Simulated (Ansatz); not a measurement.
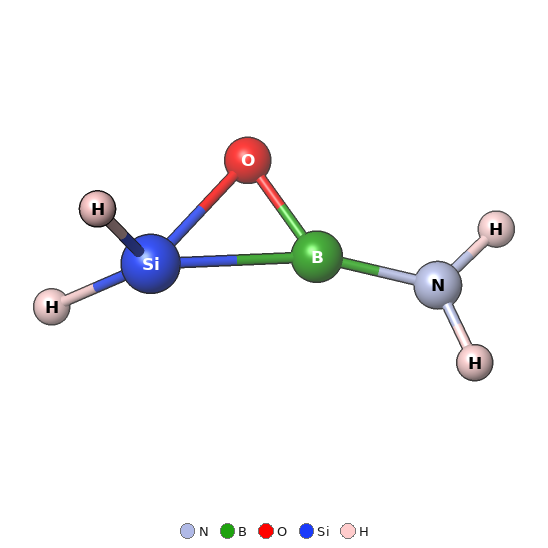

Distant atoms are faded towards the background colour. The geometry was computed by an optimisation with PBE-D4/def2-SVP. No frequency run is at hand to confirm it as a minimum.

Which symmetry elements does this geometry have?

Answer. It has 1 mirror plane, so the point group is Cs. The group has 2 operations. The geometry is achiral, and symmetry allows a dipole moment.
